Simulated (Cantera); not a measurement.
Feed: 1 mol Si, 0.085 mol H₂O, 900 mol N₂, held at 1400 °C.

Cantera equilibrium calculation (NASA polynomials, part measured and part estimated; ideal gas, pure solids and liquids). Candidate condensed phases: H₂O, Si, SiO₂, Si₂N₂O, Si₃N₄; 35 gas species. Mutual solubility and eutectic melting of coexisting phases are not modelled. The tables' values for SiN are old estimates; treat these amounts as uncertain. Rates play no part.

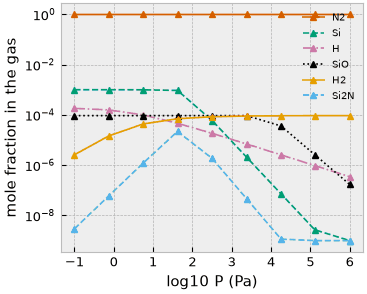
*Equilibrium gas composition (values under 1e-9 drawn at 1e-9)*

### Question
Read off the mole fractions at 24.0 mbar.

### Answer
N₂ about 1.00, SiO about 9.4e-5, H₂ about 9.1e-5, H about 7.0e-6, Si about 2.1e-6, Si₂N about 4.6e-8.
